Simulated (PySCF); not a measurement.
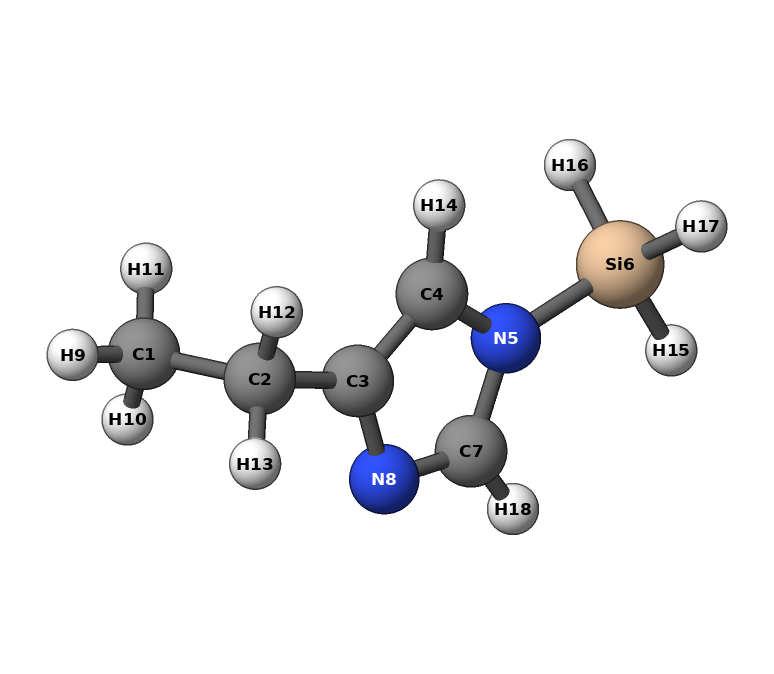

Every bond is drawn as one stick. Computed geometry: GFN2-xTB optimisation. No frequency run is at hand to confirm it as a minimum. Method: PBE0/pcSseg-1 (PySCF 2.14.0).

### Which bond between heavy atoms has the highest Mayer bond order?

C7–N8, 1.66, at a length of 1.294 Å.

### Which bond between heavy atoms has the lowest Mayer bond order?

N5–Si6, 0.82, at 1.748 Å.

List the Mayer bond orders of C1–C2, C2–C3, C3–C4, C3–N8, C4–N5, N5–Si6, N5–C7, C7–N8 (bonds between heavy atoms, one of each equivalent set).

```csv
bond,Mayer order,length (Å)
C1–C2,1.05,1.530
C2–C3,1.04,1.490
C3–C4,1.55,1.362
C3–N8,1.31,1.372
C4–N5,1.08,1.377
N5–Si6,0.82,1.748
N5–C7,1.14,1.365
C7–N8,1.66,1.294
```

The geometry is semi-empirical. Around Si such bond lengths and angles can be off by a tenth of an ångström or more and by several degrees, and values that hang on the shape move with them.
